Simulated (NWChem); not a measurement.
# One shape, several levels: CH6ClSi2 (SMILES C[Si]([SiH3])Cl)

We compute a comparison of 6 runs (UHF/def2-SVP, UM06-2X/def2-SVP, UB3LYP/def2-SVP, UPBE/def2-SVP, UPBE0/def2-SVP, UMP2/def2-SVP) of CH6ClSi2. 

The calculation is run with NWChem 7.3.0.

1 further run of the same task is left out (set aside as unsound or not needed).

## 1. Starting point

The species is CH6ClSi2 (10 atoms), meant as a doublet with charge 0. SMILES: `C[Si]([SiH3])Cl`. The shape is that of a PBE0-D4/def2-TZVP optimisation.

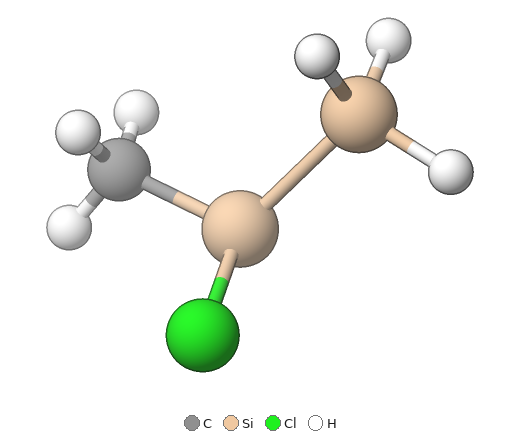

Viewed from a chosen angle; carbon grey, silicon light orange, chlorine green, hydrogen white.

## 2. Energy and gradient at UHF/def2-SVP (run 1)

ch6clsi2.nw reads:

```
start ch6clsi2
title "CH6ClSi2 hf"
memory 2200 mb

geometry noautosym nocenter noautoz
  C     -0.817600     1.375900    -0.759000
  Si    -0.393400    -0.447400    -0.745400
  Si     1.253500    -1.073900     0.791400
  Cl    -2.123100    -1.512600    -0.330000
  H      0.078700     1.966200    -0.965000
  H     -1.223500     1.680800     0.209700
  H     -1.561600     1.592100    -1.528300
  H      1.490500    -2.535600     0.676400
  H      0.871400    -0.750900     2.195100
  H      2.508200    -0.345800     0.457800
end

basis spherical bse
  C library def2-SVP
  Si library def2-SVP
  Cl library def2-SVP
  H library def2-SVP
end

scf
  doublet
  uhf
  thresh 1e-08
  maxiter 80
  print medium
end

task scf gradient
```

Started as:

```bash
$ nwchem ch6clsi2.nw > ch6clsi2.out
```

Standard output:

```text
[...]
  functions       =    98
[...]
  wavefunction    = UHF
[...]
         Total SCF energy =  -1078.389485357418
      One electron energy =  -2004.525439759565
      Two electron energy =    668.746360724010
 Nuclear repulsion energy =    257.389593678136
                       Sz =      0.5000
                 Sz(Sz+1) =      0.7500
                      S^2 =      0.7562
[...]
                         UHF ENERGY GRADIENTS
    atom               coordinates                        gradient
                 x          y          z           x          y          z
   1 C      -1.545040   2.600074  -1.434302    0.000282  -0.004076  -0.000416
   2 Si     -0.743418  -0.845463  -1.408602   -0.004025  -0.000814   0.005676
   3 Si      2.368772  -2.029377   1.495529   -0.005418   0.001837  -0.004929
   4 Cl     -4.012077  -2.858400  -0.623610    0.008005   0.005152  -0.001781
   5 H       0.148721   3.715579  -1.823586    0.000769  -0.000703  -0.000019
   6 H      -2.312080   3.176251   0.396276   -0.000080  -0.000590   0.000829
   7 H      -2.950996   3.008633  -2.888068   -0.000269  -0.000470  -0.000512
   8 H       2.816637  -4.791589   1.278211    0.000080  -0.001461  -0.000280
   9 H       1.646707  -1.418995   4.148138   -0.000310   0.000316   0.002046
  10 H       4.739811  -0.653467   0.865117    0.000965   0.000809  -0.000613
[...]
```

It took 16 s on 1 thread of Intel Xeon 6975P-C (Granite Rapids), shared host; peak memory 0.1 GiB.

## 3. Energy and forces at UM06-2X/def2-SVP (run 2)

ch6clsi2.nw reads:

```
start ch6clsi2
memory 2200 mb
charge 0

geometry noautosym nocenter noautoz
   C    -0.817600    1.375900   -0.759000
   Si   -0.393400   -0.447400   -0.745400
   Si    1.253500   -1.073900    0.791400
   Cl   -2.123100   -1.512600   -0.330000
   H     0.078700    1.966200   -0.965000
   H    -1.223500    1.680800    0.209700
   H    -1.561600    1.592100   -1.528300
   H     1.490500   -2.535600    0.676400
   H     0.871400   -0.750900    2.195100
   H     2.508200   -0.345800    0.457800
end

basis "ao basis" spherical bse
   * library def2-SVP
end

dft
   xc m06-2x
   mult 2
   grid fine
   convergence energy 1e-08
   maxiter 100
   mulliken
   print low
end

task dft gradient
```

Started as:

```bash
$ nwchem ch6clsi2.nw > ch6clsi2.out
```

Standard output:

```text
[...]
 d= 0,ls=0.0,diis     1  -1080.4314813186 -1.34D+03  4.48D-03  6.45D-02     3.5
[...]
 d= 0,ls=0.0,diis    11  -1080.4738017739 -2.43D-09  1.93D-07  4.26D-11    34.5
[...]
         Total DFT energy =    -1080.473801773938
      One electron energy =    -2005.135239444894
           Coulomb energy =      744.970318970032
    Exchange-Corr. energy =      -77.698474977211
 Nuclear repulsion energy =      257.389593678136
[...]
      Total Density - Mulliken Population Analysis
     ---------------------------------------------
    Atom       Charge   Shell Charges
 -----------   ------   -------------------------------------------------------
    1 C    6     6.34   1.99  0.87  0.28  2.12  1.07  0.02
    2 Si  14    13.68   2.00  1.98  1.10  0.26  5.93  1.19  1.01  0.20
    3 Si  14    13.80   2.00  1.98  1.03  0.25  5.93  1.33  1.13  0.14
    4 Cl  17    17.28   2.00  1.99  1.23  0.73  5.94  2.13  3.24  0.02
    5 H    1     0.92   0.73  0.17  0.02
    6 H    1     0.91   0.72  0.16  0.02
    7 H    1     0.91   0.72  0.16  0.02
    8 H    1     1.05   0.73  0.31  0.01
    9 H    1     1.06   0.73  0.32  0.01
   10 H    1     1.07   0.73  0.33  0.01
[...]
      <S2> =      0.7527 (Exact =     0.7500)
                         DFT ENERGY GRADIENTS
    atom               coordinates                        gradient
                 x          y          z           x          y          z
   1 C      -1.545040   2.600074  -1.434302   -0.001034   0.001849  -0.000934
   2 Si     -0.743418  -0.845463  -1.408602   -0.005007  -0.000193   0.003322
   3 Si      2.368772  -2.029377   1.495529   -0.000261  -0.000166  -0.001079
   4 Cl     -4.012077  -2.858400  -0.623610    0.004895   0.003168  -0.001731
   5 H       0.148721   3.715579  -1.823586   -0.003791  -0.002677   0.000938
   6 H      -2.312080   3.176251   0.396276    0.001866  -0.001378  -0.004083
   7 H      -2.950996   3.008633  -2.888068    0.003317  -0.000752   0.003382
   8 H       2.816637  -4.791589   1.278211    0.000059   0.000174   0.000062
   9 H       1.646707  -1.418995   4.148138    0.000088   0.000011   0.000097
  10 H       4.739811  -0.653467   0.865117   -0.000133  -0.000035   0.000026
[...]
```

It took 43 s on 1 thread of Intel Xeon 6975P-C (Granite Rapids), shared host; peak memory 0.12 GiB.

## 4. Energy and gradient at UB3LYP/def2-SVP (run 3)

ch6clsi2.nw reads:

```
START ch6clsi2
memory total 2200 mb
GEOMETRY units angstroms noautosym nocenter noautoz
  C     -0.817600     1.375900    -0.759000
  Si    -0.393400    -0.447400    -0.745400
  Si     1.253500    -1.073900     0.791400
  Cl    -2.123100    -1.512600    -0.330000
  H      0.078700     1.966200    -0.965000
  H     -1.223500     1.680800     0.209700
  H     -1.561600     1.592100    -1.528300
  H      1.490500    -2.535600     0.676400
  H      0.871400    -0.750900     2.195100
  H      2.508200    -0.345800     0.457800
END
BASIS spherical bse
  * library def2-SVP
END
DFT
  xc b3lyp
  mult 2
  grid fine
  convergence energy 1e-08
  maxiter 100
  mulliken
END
TASK dft gradient
```

Started as:

```bash
$ nwchem ch6clsi2.nw > ch6clsi2.out
```

Standard output:

```text
[...]
          Wavefunction type:  spin polarized.
          No. of atoms     :    10
          No. of electrons :    57
[...]
          Charge           :     0
          Spin multiplicity:     2
[...]
          AO basis - number of functions:    98
[...]
              XC Information
              --------------
                         B3LYP Method XC Potential
                     Hartree-Fock (Exact) Exchange  0.200
                        Slater Exchange Functional  0.800 local
                    Becke 1988 Exchange Functional  0.720 non-local
              Lee-Yang-Parr Correlation Functional  0.810
                  VWN I RPA Correlation Functional  0.190 local
[...]
 d= 0,ls=0.0,diis     1  -1080.5579972939 -1.34D+03  5.45D-03  9.50D-02     2.6
[...]
 d= 0,ls=0.0,diis    10  -1080.6064086025 -6.17D-09  6.96D-07  1.42D-09    23.2
[...]
         Total DFT energy =    -1080.606408602503
      One electron energy =    -2005.154988654706
           Coulomb energy =      744.968368189964
    Exchange-Corr. energy =      -77.809381815896
 Nuclear repulsion energy =      257.389593678136
[...]
      <S2> =      0.7520 (Exact =     0.7500)
[...]
  wavefunction    = open shell
                         DFT ENERGY GRADIENTS
    atom               coordinates                        gradient
                 x          y          z           x          y          z
   1 C      -1.545040   2.600074  -1.434302   -0.001032   0.000340  -0.000209
   2 Si     -0.743418  -0.845463  -1.408602   -0.007033   0.000448   0.005351
   3 Si      2.368772  -2.029377   1.495529   -0.001046   0.000107  -0.000816
   4 Cl     -4.012077  -2.858400  -0.623610    0.009110   0.005981  -0.002219
   5 H       0.148721   3.715579  -1.823586   -0.004767  -0.003857   0.001245
   6 H      -2.312080   3.176251   0.396276    0.002572  -0.002298  -0.005460
   7 H      -2.950996   3.008633  -2.888068    0.004359  -0.001609   0.004304
   8 H       2.816637  -4.791589   1.278211   -0.000481   0.002012  -0.000108
   9 H       1.646707  -1.418995   4.148138    0.000293  -0.000283  -0.002241
  10 H       4.739811  -0.653467   0.865117   -0.001975  -0.000842   0.000154
[...]
```

Wall time 29 s (1 thread of Intel Xeon 6975P-C (Granite Rapids), shared host); peak memory 0.13 GiB.

Runs 4 to 5 aren't shown in full; the table further down has their settings and results.

## 5. Energy and forces at UMP2/def2-SVP (run 6)

struct.nw reads:

```
start struct
title "CH6ClSi2"
memory total 2200 mb
charge 0

geometry noautosym nocenter noautoz
 C    -0.817600    1.375900   -0.759000
 Si   -0.393400   -0.447400   -0.745400
 Si    1.253500   -1.073900    0.791400
 Cl   -2.123100   -1.512600   -0.330000
 H     0.078700    1.966200   -0.965000
 H    -1.223500    1.680800    0.209700
 H    -1.561600    1.592100   -1.528300
 H     1.490500   -2.535600    0.676400
 H     0.871400   -0.750900    2.195100
 H     2.508200   -0.345800    0.457800
end

basis spherical bse
 * library def2-SVP
end

scf
 nopen 1
 uhf
 thresh 1e-08
 maxiter 80
 print low
end

mp2
 freeze core 16
 tight
end

task mp2 gradient
```

Started as:

```bash
$ nwchem struct.nw > struct.out
```

Standard output:

```text
[...]
  functions       =    98
[...]
  wavefunction    = UHF
[...]
         Total SCF energy =  -1078.389485357418
      One electron energy =  -2004.525439759565
      Two electron energy =    668.746360724010
 Nuclear repulsion energy =    257.389593678136
                       Sz =      0.5000
                 Sz(Sz+1) =      0.7500
                      S^2 =      0.7562
[...]
          Total MP2 energy         -1078.846867095225
[...]
                         mp2 ENERGY GRADIENTS
    atom               coordinates                        gradient
                 x          y          z           x          y          z
   1 C      -1.545040   2.600074  -1.434302   -0.001542   0.001374  -0.000399
   2 Si     -0.743418  -0.845463  -1.408602   -0.001485   0.001822   0.002575
   3 Si      2.368772  -2.029377   1.495529   -0.002808   0.000371  -0.002233
   4 Cl     -4.012077  -2.858400  -0.623610    0.003208   0.002295  -0.000873
   5 H       0.148721   3.715579  -1.823586   -0.003689  -0.003169   0.000916
   6 H      -2.312080   3.176251   0.396276    0.001880  -0.001495  -0.004194
   7 H      -2.950996   3.008633  -2.888068    0.003454  -0.001066   0.003389
   8 H       2.816637  -4.791589   1.278211    0.000226  -0.001205  -0.000257
   9 H       1.646707  -1.418995   4.148138   -0.000160   0.000339   0.001651
  10 H       4.739811  -0.653467   0.865117    0.000916   0.000735  -0.000575
[...]
```

It took 37 s on 1 thread of Intel Xeon 6975P-C (Granite Rapids), shared host; peak memory 0.32 GiB.

## 6. All runs side by side

```csv
run,level,iteration cap,module,energy (Eh),dipole moment (D),HOMO energy (eV),LUMO energy (eV),wall time
1,UHF/def2-SVP,80,scf,-1078.389485,1.94,-8.60,1.21,16 s
2,UM06-2X/def2-SVP,100,dft,-1080.473802,–,–,–,43 s
3,UB3LYP/def2-SVP,100,dft,-1080.606409,1.65,-5.53,-2.77,29 s
4,UPBE/def2-SVP,100,dft,-1079.996487,1.63,-4.72,-3.29,29 s
5,UPBE0/def2-SVP,100,dft,-1080.106995,1.76,-5.86,-2.48,31 s
6,UMP2/def2-SVP,80,mp2,-1078.846867,1.64,–,–,37 s
```

## 7. What came out

| quantity | value |
| --- | --- |
| run 6: total energy | -1078.84687 Eh |
| run 6: dipole moment (of the density that the program reports) | 1.64 D |
| run 6: correlation energy (16 core orbitals frozen) | -457.4 mEh |
| run 6: ⟨S²⟩ of the reference determinant | 0.756 |
| run 6: largest force on an atom | 0.255 eV/Å |

**Reading.** Over runs 1, 3, 4, 5, 6 the dipole moment (its size) runs from 1.63 D (UPBE/def2-SVP) to 1.94 D (UHF/def2-SVP). Totals of different functionals can't be ranked against each other. All runs together took 3.1 min, the longest 43 s.
